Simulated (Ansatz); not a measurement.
# SiB4W: from a guess to a relaxed structure

The task: take a trial cell of SiB4W to zero force and stress.

Method: DFT PBE, scalar-relativistic, plane waves, PAW, in Ansatz 0.2.0.

## (1) The structure to begin with

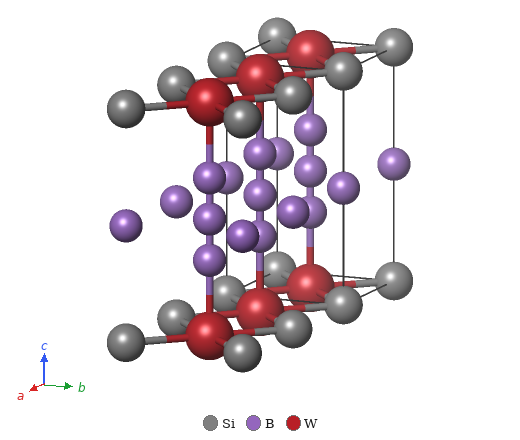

Start, viewed slightly off an axis; silicon grey, boron purple, tungsten red. 3×1×1 cells are drawn. Atoms on the faces are drawn again on the opposite ones.

Structure file:

```cif
data_structure
_symmetry_space_group_name_H-M 'P 1'
_symmetry_Int_Tables_number 1
_cell_length_a 3.3495
_cell_length_b 3.3495
_cell_length_c 6.2977
_cell_angle_alpha 90.000
_cell_angle_beta 90.000
_cell_angle_gamma 90.000
_cell_volume 70.65
loop_
_atom_site_label
_atom_site_type_symbol
_atom_site_fract_x
_atom_site_fract_y
_atom_site_fract_z
_atom_site_occupancy
Si1 Si 0.00000 0.00000 0.00000 1
B1 B 0.50000 0.50000 0.32357 1
B2 B 0.50000 0.50000 0.67643 1
B3 B 0.00000 0.00000 0.50000 1
B4 B 0.50000 0.50000 0.50000 1
W1 W 0.50000 0.50000 0.00000 1
```

The cell is invented: random cell by space group and Wyckoff sites (P4/mmm, No. 123). Its size is a rough estimate.

## (2) Probe: one point on a coarse mesh

File input.yaml:

```yaml
crystal:
  lattice:
    - [3.3494601, 0.0, 0.0]
    - [0.0, 3.3494601, 0.0]
    - [0.0, 0.0, 6.29770117]
  atoms:
    - { symbol: Si, position: [0.0, 0.0, 0.0] }
    - { symbol: B, position: [0.5, 0.5, 0.3235702] }
    - { symbol: B, position: [0.5, 0.5, 0.6764298] }
    - { symbol: B, position: [0.0, 0.0, 0.5] }
    - { symbol: B, position: [0.5, 0.5, 0.5] }
    - { symbol: W, position: [0.5, 0.5, 0.0] }
basis:
  ecutwfc: 420
kpoints:
  mp_grid: { grid: [6, 6, 4] }
hamiltonian:
  xc: pbe
scf:
  occupations: { method: gaussian, width: 0.1 }
  lower_state_search: "off"
output:
  forces: true
  stress: true
  eigenvalues: true
```

The run is started by

```bash
$ ansatz run input.yaml --threads 1 --pin off --max-ram 2560MiB --backend cpu --events-out ev --progress --plain --runs-dir out
```

Output, cut to the lines that bear on the results:

```text
Warning: RAYON_NUM_THREADS=1 ignored (pool sized by the plan → 1); use --threads N
[...]
Pseudopotentials: kind: paw
Pseudopotential: Si, paw, valence charge 4, recommended cutoff 420 eV (normal), Si.paw.azcp
Pseudopotential: B, paw, valence charge 3, recommended cutoff 420 eV (normal), B.paw.azcp
Pseudopotential: W, paw, valence charge 14, recommended cutoff 420 eV (normal), W.paw.azcp
Functional definition: PBE
[...]
Crystal: 6 atoms, lattice volume = 70.653 Å³
Basis set: ecut = 420 eV, 1389 PW (Γ), exchange–correlation on 48×48×90 points (8 copies of the dense FFT grid, shifted against one another)
Bands: 21, of which v1, the nominal top of the filled ones, is band 15 counted from 1 (14 counted from 0)
Symmetry: 16 space group operations
Space group: P4/mmm (ITA 123), of the structure as read, at distance tolerance 4.1e-5 Å
k-points: 30 of 144
[...]
SCF iter   1: F=—  HF=-11622.935510 eV  |F-HF|=—  |Δ(HF+E_count)|=         —  Δρ=2.03e-2  dr2=7.22e-1  ethr=1.77e-3  ⟨swp⟩=5.8  Hψ=3331  notcnv=0
[...]
SCF iter   8: F=-11622.832187 eV  HF=-11622.832187 eV  |F-HF|=6.69e-10  |Δ(HF+E_count)|=   3.40e-9  Δρ=1.87e-6  dr2=3.91e-9  ethr=3.33e-10  ⟨swp⟩=8.3  Hψ=2747  notcnv=0
[...]
SCF converged after 8 iterations
Free energy (F): -11622.832187 eV
[...]
E sigma→0 (E₀):  -11622.822899 eV
Entropy (-TS):   -0.018577 eV (-3.096 meV/atom)
Fermi energy:    9.871705 eV
[...]
--- Forces (eV/Å), atoms counted from 1 ---
  atom   1  Si     0.00000000     0.00000000     0.00000000
  atom   2  B      0.00000000     0.00000000   -34.67421797
  atom   3  B      0.00000000     0.00000000    34.67421797
  atom   4  B     -0.00000000    -0.00000000     0.00000000
  atom   5  B     -0.00000000    -0.00000000     0.00000000
  atom   6  W      0.00000000     0.00000000     0.00000000
[...]
--- Stress (GPa, compression-positive) ---
        2.037668       0.000000       0.000000
        0.000000       2.037668       0.000000
        0.000000       0.000000     200.438199
  P = ⅓ Tr σ = 68.1712 GPa (681.712 kbar)
--- Band table (eV; the first three rows and the last of 30) ---
  k-point 0: bands = ["-63.3465", "-27.8000", "-27.8000", "-27.7008", "-2.0800", "-0.1058", "2.4301", "5.2294", "6.5369", "6.8205", "6.8205", "7.3142", "8.3819", "9.1629", "9.1629", "9.4275", "12.0897", "12.0897", "12.5881", "13.6518", "15.1812"]
[...]
```

It took 6.7 s on 1 thread of Intel Xeon at 2.50GHz (Skylake/Cascade Lake), shared host; peak memory 0.37 GiB.

Read-out: pressure 68.2 GPa, largest force 34.67 eV/Å, gap on this mesh none (metal). A cheap, loose relaxation comes first.

## (3) A loose first relaxation

input.yaml: that of step 2 with these lines changed.

```diff
@@ -25 +25,6 @@
   eigenvalues: true
+relax:
+  adjacent_minimum: "off"
+  f_tol: 0.04
+  max_steps: 70
+  cell: { stress_tol: 0.4 }
```

The run is started by

```bash
$ ansatz run input.yaml --threads 1 --pin off --max-ram 2560MiB --backend cpu --events-out ev --progress --plain --runs-dir out
```

Output:

```text
Warning: RAYON_NUM_THREADS=1 ignored (pool sized by the plan → 1); use --threads N
Engine: ansatz 0.2.0, x86_64-unknown-linux-gnu
[... 5 set-up lines as earlier in the session ...]
  parameter kappa = 0.804
  parameter beta = 0.06672455060314922
  exchange = pbe_x(kappa = kappa, mu = beta*pi^2/3)
  correlation = pbe_c(beta = beta)
Crystal: 6 atoms, lattice volume = 70.653 Å³
Basis set: ecut = 420 eV, 1389 PW (Γ), exchange–correlation on 48×48×90 points (8 copies of the dense FFT grid, shifted against one another)
Bands: 21, of which v1, the nominal top of the filled ones, is band 15 counted from 1 (14 counted from 0)
[... 2 set-up lines as earlier in the session ...]
k-points: 30 of 144
Non-local potential: Si, projectors of the file, l = 0: 2, l = 1: 2, l = 2: 2
Non-local potential: B, projectors of the file, l = 0: 2, l = 1: 2, l = 2: 1
Non-local potential: W, projectors of the file, l = 0: 3, l = 1: 2, l = 2: 2, l = 3: 1
PAW form: soft (Blöchl's): semilocal exchange-correlation on the pseudo side does not see the compensation charge
PAW one-centre angular grid: Si, 110 points (default); XC on 64 Gauss nodes
PAW one-centre angular grid: B, 110 points (default); XC on 64 Gauss nodes
PAW one-centre angular grid: W, 590 points (default); XC on 64 Gauss nodes
Initial density: superposition of atomic densities (neutral atoms: chi_scale 0, normalization atom), corrected by the library's trained network
Initial wavefunctions: pseudopotential atomic-orbital guess
Functional: x = pbe(κ = 0.804, μ = 0.2195149727645171), c = pbe(β = 0.06672455060314922)
SCF iter   1: F=—  HF=-11622.935510 eV  |F-HF|=—  |Δ(HF+E_count)|=         —  Δρ=2.03e-2  dr2=7.22e-1  ethr=1.77e-3  ⟨swp⟩=5.8  Hψ=3331  notcnv=0
preconditioner: auto → Kerker (q_TF=auto, 2.365 Å⁻¹)  [metal: Δε(μ)=0.052 eV  Ē_g=7.052 eV  σ=0.100 eV  W_gap=0.28  n_scr=16 (ndim 8)  ℏωp=20.7 eV  f_vac=0.000  D(μ)=2.99/eV (n_scr^D=28)]
SCF iter   2: F=—  HF=-11622.861947 eV  |F-HF|=—  |Δ(HF+E_count)|=   7.36e-2  Δρ=1.12e-2  dr2=2.15e-1  ethr=1.77e-3  ⟨swp⟩=1.4  Hψ=884  notcnv=0  defer=6
SCF iter   3: F=—  HF=-11622.833992 eV  |F-HF|=—  |Δ(HF+E_count)|=   2.80e-2  Δρ=2.52e-3  dr2=6.51e-3  ethr=7.18e-4  ⟨swp⟩=2.0  Hψ=728  notcnv=0  defer=11
SCF iter   4: F=—  HF=-11622.832428 eV  |F-HF|=—  |Δ(HF+E_count)|=   1.56e-3  Δρ=8.00e-4  dr2=2.27e-3  ethr=2.17e-5  ⟨swp⟩=2.3  Hψ=1008  notcnv=0  defer=16
SCF iter   5: F=—  HF=-11622.832206 eV  |F-HF|=—  |Δ(HF+E_count)|=   2.22e-4  Δρ=2.18e-4  dr2=4.97e-5  ethr=7.57e-6  ⟨swp⟩=1.5  Hψ=629  notcnv=0  defer=17
SCF iter   6: F=—  HF=-11622.832188 eV  |F-HF|=—  |Δ(HF+E_count)|=   1.78e-5  Δρ=4.57e-5  dr2=6.00e-6  ethr=1.66e-7  ⟨swp⟩=2.1  Hψ=945  notcnv=0  defer=26
SCF iter   7: F=—  HF=-11622.832187 eV  |F-HF|=—  |Δ(HF+E_count)|=   3.76e-7  Δρ=8.99e-6  dr2=1.55e-7  ethr=2.00e-8  ⟨swp⟩=1.3  Hψ=623  notcnv=0  defer=26
SCF iter   8: F=-11622.832187 eV  HF=-11622.832187 eV  |F-HF|=6.69e-10  |Δ(HF+E_count)|=   3.40e-9  Δρ=1.87e-6  dr2=3.91e-9  ethr=3.33e-10  ⟨swp⟩=8.3  Hψ=2747  notcnv=0
SCF 1 converged in 8 iterations: F = -11622.832187 eV  dr2 = 3.91e-9
relax step   1: F+E_penalty+E_count = -11622.83218738 eV  Δ(F+E_penalty+E_count) = +0.000e0 eV  max|allowed force component| = 3.467e1 eV/Å  Δτ_max = 0.0000 Å  P = +68.171 GPa  Ω = 70.653 Å³  (8 SCF iters, dr2 threshold 1.00e-7 eV, accepted)
Crystal: 6 atoms, lattice volume = 74.211 Å³
Basis set: ecut = 420 eV, 1463 PW (Γ), exchange–correlation on 48×48×90 points (8 copies of the dense FFT grid, shifted against one another)
Initial density: handed on by an earlier stage of this run
Initial wavefunctions: those handed on with the density
SCF iter   1: F=—  HF=-11634.096448 eV  |F-HF|=—  |Δ(HF+E_count)|=         —  Δρ=7.52e-2  dr2=8.63e0  ethr=3.10e-3  ⟨swp⟩=6.7  Hψ=3418  notcnv=0
preconditioner: auto → Kerker (q_TF=auto, 2.346 Å⁻¹)  [metal: Δε(μ)=0.047 eV  Ē_g=6.786 eV  σ=0.100 eV  W_gap=0.25  n_scr=16 (ndim 8)  ℏωp=20.2 eV  f_vac=0.000  D(μ)=2.57/eV (n_scr^D=16)]
SCF iter   2: F=—  HF=-11632.866646 eV  |F-HF|=—  |Δ(HF+E_count)|=    1.23e0  Δρ=4.14e-2  dr2=3.15e0  ethr=3.10e-3  ⟨swp⟩=2.2  Hψ=1264  notcnv=0  defer=31
SCF iter   3: F=—  HF=-11632.260318 eV  |F-HF|=—  |Δ(HF+E_count)|=   6.06e-1  Δρ=7.57e-3  dr2=1.03e-1  ethr=3.10e-3  ⟨swp⟩=2.6  Hψ=1140  notcnv=0  defer=31
SCF iter   4: F=—  HF=-11632.238792 eV  |F-HF|=—  |Δ(HF+E_count)|=   2.15e-2  Δρ=2.71e-3  dr2=1.84e-2  ethr=3.43e-4  ⟨swp⟩=2.5  Hψ=1121  notcnv=0  defer=28
SCF iter   5: F=—  HF=-11632.236987 eV  |F-HF|=—  |Δ(HF+E_count)|=   1.81e-3  Δρ=8.33e-4  dr2=1.26e-3  ethr=6.13e-5  ⟨swp⟩=1.1  Hψ=604  notcnv=0  defer=28
SCF iter   6: F=—  HF=-11632.236837 eV  |F-HF|=—  |Δ(HF+E_count)|=   1.50e-4  Δρ=1.73e-4  dr2=3.42e-5  ethr=4.20e-6  ⟨swp⟩=2.1  Hψ=793  notcnv=0  defer=28
SCF iter   7: F=—  HF=-11632.236847 eV  |F-HF|=—  |Δ(HF+E_count)|=   1.01e-5  Δρ=4.87e-5  dr2=1.55e-6  ethr=1.14e-7  ⟨swp⟩=2.3  Hψ=922  notcnv=0  defer=28
SCF iter   8: F=-11632.236847 eV  HF=-11632.236847 eV  |F-HF|=1.48e-8  |Δ(HF+E_count)|=   3.92e-7  Δρ=8.72e-6  dr2=6.49e-8  ethr=2.00e-9  ⟨swp⟩=9.9  Hψ=3211  notcnv=0
SCF 2 converged in 8 iterations: F = -11632.236847 eV  dr2 = 6.49e-8
relax step   2: F+E_penalty+E_count = -11632.23684733 eV  Δ(F+E_penalty+E_count) = -9.405e0 eV  max|allowed force component| = 8.774e0 eV/Å  Δτ_max = 0.1560 Å  P = +30.869 GPa  Ω = 74.211 Å³  energy of the carried Pulay correction = -2.969e-3 eV  (8 SCF iters, dr2 threshold 6.00e-7 eV, accepted)
Crystal: 6 atoms, lattice volume = 77.624 Å³
Basis set: ecut = 420 eV, 1511 PW (Γ), exchange–correlation on 48×48×90 points (8 copies of the dense FFT grid, shifted against one another)
SCF iter   1: F=—  HF=-11634.468653 eV  |F-HF|=—  |Δ(HF+E_count)|=         —  Δρ=2.47e-2  dr2=9.94e-1  ethr=3.10e-3  ⟨swp⟩=7.1  Hψ=3149  notcnv=0
preconditioner: auto → Kerker (q_TF=auto, 2.329 Å⁻¹)  [metal: Δε(μ)=0.034 eV  Ē_g=6.762 eV  σ=0.100 eV  W_gap=0.19  n_scr=16 (ndim 8)  ℏωp=19.8 eV  f_vac=0.000  D(μ)=3.99/eV (n_scr^D=38)]
SCF iter   2: F=—  HF=-11634.273299 eV  |F-HF|=—  |Δ(HF+E_count)|=   1.95e-1  Δρ=9.24e-3  dr2=1.34e-1  ethr=3.10e-3  ⟨swp⟩=1.8  Hψ=959  notcnv=0  defer=14
SCF iter   3: F=—  HF=-11634.241732 eV  |F-HF|=—  |Δ(HF+E_count)|=   3.16e-2  Δρ=2.13e-3  dr2=5.90e-3  ethr=4.48e-4  ⟨swp⟩=2.2  Hψ=900  notcnv=0  defer=30
SCF iter   4: F=—  HF=-11634.240324 eV  |F-HF|=—  |Δ(HF+E_count)|=   1.41e-3  Δρ=7.21e-4  dr2=6.34e-4  ethr=1.97e-5  ⟨swp⟩=2.0  Hψ=866  notcnv=0  defer=29
SCF iter   5: F=—  HF=-11634.240309 eV  |F-HF|=—  |Δ(HF+E_count)|=   1.44e-5  Δρ=3.70e-4  dr2=2.50e-4  ethr=2.11e-6  ⟨swp⟩=2.4  Hψ=803  notcnv=0  defer=29
SCF iter   6: F=—  HF=-11634.240314 eV  |F-HF|=—  |Δ(HF+E_count)|=   4.75e-6  Δρ=1.12e-4  dr2=1.54e-5  ethr=8.34e-7  ⟨swp⟩=2.0  Hψ=755  notcnv=0  defer=28
SCF iter   7: F=—  HF=-11634.240317 eV  |F-HF|=—  |Δ(HF+E_count)|=   2.81e-6  Δρ=2.49e-5  dr2=1.48e-6  ethr=5.12e-8  ⟨swp⟩=2.2  Hψ=888  notcnv=0  defer=28
SCF iter   8: F=-11634.240317 eV  HF=-11634.240317 eV  |F-HF|=5.31e-8  |Δ(HF+E_count)|=   2.58e-8  Δρ=6.58e-6  dr2=9.23e-8  ethr=2.00e-9  ⟨swp⟩=8.5  Hψ=2881  notcnv=0
SCF 3 converged in 8 iterations: F = -11634.240317 eV  dr2 = 9.23e-8
relax step   3: F+E_penalty+E_count = -11634.24031674 eV  Δ(F+E_penalty+E_count) = -2.003e0 eV  max|allowed force component| = 3.927e0 eV/Å  Δτ_max = 0.0363 Å  P = +16.735 GPa  Ω = 77.624 Å³  energy of the carried Pulay correction = -5.684e-3 eV  (8 SCF iters, dr2 threshold 6.00e-7 eV, accepted)
[... 12 lines left out ...]
relax step   4: F+E_penalty+E_count = -11635.16985127 eV  Δ(F+E_penalty+E_count) = -9.295e-1 eV  max|allowed force component| = 1.188e0 eV/Å  Δτ_max = 0.0283 Å  P = +6.896 GPa  Ω = 80.557 Å³  energy of the carried Pulay correction = -7.920e-3 eV  (7 SCF iters, dr2 threshold 6.00e-7 eV, accepted)
[... 11 lines left out ...]
relax step   5: F+E_penalty+E_count = -11635.37846124 eV  Δ(F+E_penalty+E_count) = -2.086e-1 eV  max|allowed force component| = 3.020e-1 eV/Å  Δτ_max = 0.0103 Å  P = +1.527 GPa  Ω = 82.659 Å³  energy of the carried Pulay correction = -9.470e-3 eV  (6 SCF iters, dr2 threshold 6.00e-7 eV, accepted)
[... 11 lines left out ...]
relax step   6: F+E_penalty+E_count = -11635.38971985 eV  Δ(F+E_penalty+E_count) = -1.126e-2 eV  max|allowed force component| = 2.438e-2 eV/Å  Δτ_max = 0.0068 Å  P = -0.175 GPa  Ω = 83.499 Å³  energy of the carried Pulay correction = -1.008e-2 eV  (6 SCF iters, dr2 threshold 6.00e-7 eV, accepted)
[... 12 lines left out ...]
relax step   7: F+E_penalty+E_count = -11635.43274277 eV  Δ(F+E_penalty+E_count) = -4.302e-2 eV  max|allowed force component| = 5.496e-3 eV/Å  Δτ_max = 0.0000 Å  P = +0.349 GPa  Ω = 83.499 Å³  stress off target by 1.26e0 GPa  SCF on the basis re-selected at this cell (its energy is not comparable with the rows above)  (6 SCF iters)
[... 12 lines left out ...]
relax step   8: F+E_penalty+E_count = -11635.43360247 eV  Δ(F+E_penalty+E_count) = -8.597e-4 eV  max|allowed force component| = 3.837e-3 eV/Å  Δτ_max = 0.0008 Å  P = -0.026 GPa  Ω = 83.664 Å³  energy of the carried Pulay correction = -1.394e-4 eV  (6 SCF iters, dr2 threshold 6.00e-7 eV, accepted)
iter 1 solved again at ethr=3.35e-7 eV; its pass at ethr=3.10e-3 eV (dr2=1.00e-4 eV) is discarded
SCF iter   1: F=—  HF=-11635.433771 eV  |F-HF|=—  |Δ(HF+E_count)|=         —  Δρ=3.43e-5  dr2=2.85e-8  ethr=3.35e-7  ⟨swp⟩=3.0  Hψ=4642  notcnv=0
eigensolver tolerance schedule: the retry pair's looser diagonalisation over-reported the residual by 3525.78 of it (diagonalisation noise at 0.62 of the residual, at the tolerance the schedule requests for it); recorded, not acted on — ethr = c·dr2/N_el stays at c = 1.0e-1
preconditioner: auto → Kerker (q_TF=auto, 2.300 Å⁻¹)  [metal: Δε(μ)=0.066 eV  Ē_g=6.646 eV  σ=0.100 eV  W_gap=0.36  n_scr=16 (ndim 8)  ℏωp=19.0 eV  f_vac=0.000  D(μ)=2.90/eV (n_scr^D=18)]
SCF iter   2: F=—  HF=-11635.433770 eV  |F-HF|=—  |Δ(HF+E_count)|=   1.37e-6  Δρ=1.74e-5  dr2=7.97e-9  ethr=9.49e-11  ⟨swp⟩=3.0  Hψ=1304  notcnv=0
iter 3 did not close the SCF: its close was put off for the readings that it lacked (scf_convergence_deferred on its scf_iter line)
SCF iter   3: F=-11635.433772 eV  HF=-11635.433772 eV  |F-HF|=2.82e-9  |Δ(HF+E_count)|=   2.12e-6  Δρ=8.80e-7  dr2=2.69e-10  ethr=2.66e-11  ⟨swp⟩=2.7  Hψ=963  notcnv=0
iter 4 did not close the SCF: its close was put off for the readings that it lacked (scf_convergence_deferred on its scf_iter line)
SCF iter   4: F=-11635.433772 eV  HF=-11635.433772 eV  |F-HF|=3.46e-11  |Δ(HF+E_count)|=   2.90e-9  Δρ=2.69e-7  dr2=5.55e-11  ethr=1.00e-12  ⟨swp⟩=2.0  Hψ=908  notcnv=0
iter 5 did not close the SCF: its close was put off for the readings that it lacked (scf_convergence_deferred on its scf_iter line)
SCF iter   5: F=-11635.433772 eV  HF=-11635.433772 eV  |F-HF|=5.46e-12  |Δ(HF+E_count)|=  4.55e-11  Δρ=6.55e-8  dr2=5.68e-12  ethr=1.00e-12  ⟨swp⟩=1.0  Hψ=630  notcnv=0
SCF iter   6: F=-11635.433772 eV  HF=-11635.433772 eV  |F-HF|=9.09e-12  |Δ(HF+E_count)|=    0.00e0  Δρ=3.30e-8  dr2=6.08e-13  ethr=1.00e-12  ⟨swp⟩=2.0  Hψ=1940  notcnv=0
SCF 9 converged in 6 iterations: F = -11635.433772 eV  dr2 = 6.08e-13
relax step   9: F+E_penalty+E_count = -11635.43377197 eV  Δ(F+E_penalty+E_count) = -1.695e-4 eV  max|allowed force component| = 3.768e-3 eV/Å  Δτ_max = 0.0000 Å  P = -0.025 GPa  Ω = 83.664 Å³  stress off target by 6.45e-2 GPa  SCF on the basis re-selected at this cell (its energy is not comparable with the rows above)  (6 SCF iters)
basis re-selected at this cell: Δ(F+E_penalty+E_count) = -1.695e-4 eV, ΔP = +0.001 GPa vs the last step (what re-selecting the basis moved, of the pressure what is left beyond the Pulay correction that the steps carried, after the strain that the cell walked since its last selection, with what the two solves' SCF thresholds leave and, on support functions, any second-order correction that the steps lacked; it is no measure of the basis error at this ecutwfc). This SCF's stress stands 6.45e-2 GPa from its target on what of the cell is left free (relax.cell.stress_tol is 4.00e-1 GPa) and its largest allowed force component is 3.77e-3 eV/Å (relax.f_tol is 4.00e-2 eV/Å): within both
SCF converged after 6 iterations
Free energy (F): -11635.433772 eV
Harris-Foulkes:  -11635.433772 eV  (|F-HF|=9.09e-12)
Internal energy: -11635.419253 eV  (E = F + TS)
E sigma→0 (E₀):  -11635.426512 eV
Entropy (-TS):   -0.014519 eV (-2.420 meV/atom)
Fermi energy:    7.950853 eV
--- Per-component energies (eV) ---
  E_band       = -229.781603
  E_kinetic    = 656.686913
  E_local      = -1825.097861  (includes V_loc(G=0)·N_el)
  E_nonlocal   = 82.602910
  E_hartree    = 709.922150
  E_xc         = -441.154970
  E_vxc        = -425.352519  (∫ρ·V_xc dr)
  E_paw        = -9389.617713  (= ΣΔE_a)
  E_vpaw       = -138.465307  (= ΣTr[D̂ρ^β])
  E_aug_tail   = -0.000062  (compensation charges beyond the density's cutoff)
  E_ewald      = -1428.760620
  E_smearing   = -0.014519  (= −TS)
  E_closure    = -0.000000  (closes the sum)
  Σ components = -11635.433772   (vs F -11635.433772, Δ=0.00e0)
--- Forces (eV/Å), atoms counted from 1 ---
  atom   1  Si    -0.00000000     0.00000000     0.00000000
  atom   2  B      0.00000000     0.00000000     0.00376813
  atom   3  B      0.00000000     0.00000000    -0.00376813
  atom   4  B      0.00000000     0.00000000     0.00000000
  atom   5  B     -0.00000000    -0.00000000     0.00000000
  atom   6  W      0.00000000     0.00000000     0.00000000
  max |Σ_I F_I| component: 3.47e-18 eV/Å
--- Stress (GPa, compression-positive) ---
       -0.064469       0.000000       0.000000
        0.000000      -0.064469       0.000000
        0.000000       0.000000       0.054687
  P = ⅓ Tr σ = -0.0247 GPa (-0.247 kbar)
--- Band table (eV; the first three rows and the last of 30) ---
  k-point 0: bands = ["-65.3358", "-29.7958", "-29.7958", "-29.5003", "-3.2753", "-2.2186", "0.4147", "3.0960", "4.5586", "5.1794", "6.8526", "6.8526", "6.8907", "7.4700", "7.7096", "7.7096", "10.0201", "10.0201", "10.4817", "11.1895", "12.7361"]
  k-point 1: bands = ["-65.3358", "-29.7958", "-29.7958", "-29.5003", "-3.1591", "-2.4326", "0.5552", "3.2960", "4.5588", "4.8662", "6.6959", "6.6959", "6.8556", "7.4700", "8.0583", "8.0583", "9.8380", "9.8380", "10.3401", "11.0325", "12.2356"]
  k-point 2: bands = ["-65.3358", "-29.7958", "-29.7958", "-29.5003", "-2.8432", "-2.8357", "0.6818", "3.6582", "4.3908", "4.5590", "6.5879", "6.5879", "6.8226", "7.4700", "8.4484", "8.4484", "9.5533", "9.5533", "10.2904", "10.8715", "11.9604"]
  k-point 29: bands = ["-65.3267", "-29.9333", "-29.9333", "-29.4734", "-0.3792", "0.4291", "2.0336", "3.5412", "3.5412", "3.8357", "4.9026", "5.3994", "5.3994", "6.2106", "6.2106", "7.3008", "9.0534", "9.2771", "9.3436", "9.3436", "9.8030"]
--- Relaxed structure (7 steps of the walk, 7 accepted, 2 SCFs on fresh bases) ---
  F+E_penalty+E_count = -11635.43377197 eV   max|allowed force component| = 3.768e-3 eV/Å   (the final SCF, on the basis selected at the relaxed cell)
  cell:  # Å, volume = 83.6642 Å³
    - [3.334123390126491, -1.5604076547236032e-34, 0.0]
    - [-1.5604076547236032e-34, 3.334123390126491, 0.0]
    - [0.0, 0.0, 7.526211364510775]
  atoms:
    - { symbol: Si, position: [4.7354906861244296e-36, 9.352828072026883e-37, 0.0] }
    - { symbol: B, position: [0.5, 0.5, 0.2859483887377402] }
    - { symbol: B, position: [0.5, 0.5, 0.7140516112622597] }
    - { symbol: B, position: [-3.4907866124988385e-36, -6.7908901761245834e-37, 0.49999999999999994] }
    - { symbol: B, position: [0.5, 0.5, 0.49999999999999994] }
    - { symbol: W, position: [0.5, 0.5, 0.0] }
```

Run time: 60 s. Hardware: 1 thread of Intel Xeon at 2.50GHz (Skylake/Cascade Lake), shared host; peak memory 0.4 GiB.

Step by step:

| step | energy from step 1 (eV/cell) | largest force component (eV/Å) | pressure (GPa) | volume (Å³) |
| --- | --- | --- | --- | --- |
| 1 | 0.0000 | 34.6742 | 68.17 | 70.65 |
| 2 | -9.4047 | 8.7739 | 30.87 | 74.21 |
| 3 | -11.4081 | 3.9274 | 16.74 | 77.62 |
| 4 | -12.3377 | 1.1881 | 6.90 | 80.56 |
| 5 | -12.5463 | 0.3020 | 1.53 | 82.66 |
| 6 | -12.5575 | 0.0244 | -0.17 | 83.50 |
| 7 | -12.6006 | 0.0055 | 0.35 | 83.50 |
| 8 | -12.6014 | 0.0038 | -0.03 | 83.66 |
| 9 | -12.6016 | 0.0038 | -0.02 | 83.66 |

Step 1 is the start. Steps 7, 9 each repeat the geometry before them on a plane-wave basis chosen anew, so the energy can jump there without any move.

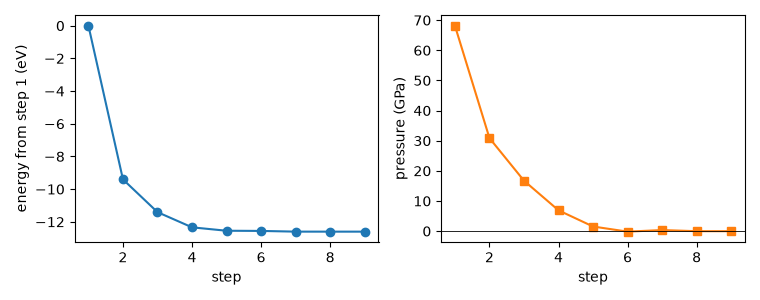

Energy and pressure along the relaxation.

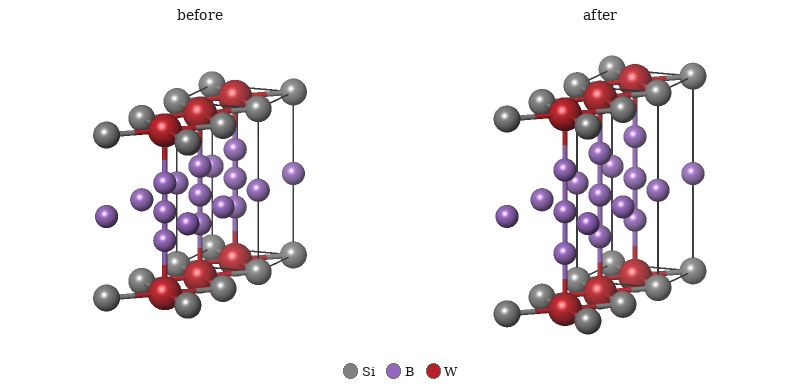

Before and after, at one scale.

|  | before | after | change |
| --- | --- | --- | --- |
| a (Å) | 3.349 | 3.334 | -0.5 % |
| b (Å) | 3.349 | 3.334 | -0.5 % |
| c (Å) | 6.298 | 7.526 | +19.5 % |
| volume (Å³/atom) | 11.78 | 13.94 | +18.4 % |
| shortest distance (Å) | 1.111 | 1.611 | +45.0 % |
| space group (0.01 Å) | P4/mmm | P4/mmm | same |

The run keeps the 16 symmetry operations of the start, so it could not have lowered the symmetry.

[end of part 1 of 2]
